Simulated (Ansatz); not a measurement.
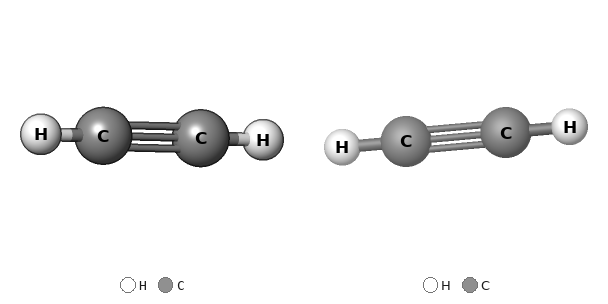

Simulated data, not a measurement (program: Ansatz).

Both panels show the same species.

Geometry: a fixed input geometry, not necessarily a minimum.

Question: Which formula does it have?

Answer: C2H2, 4 atoms: 2 carbon and 2 hydrogen.

Question: Name some functional groups or characteristic bonds that it holds.

Answer: Among them: alkyne.

Question: How many bonds of each kind are drawn?

Answer: 2 C–H, 1 C–C.

Question: Give a SMILES string for it.

Answer: C#C
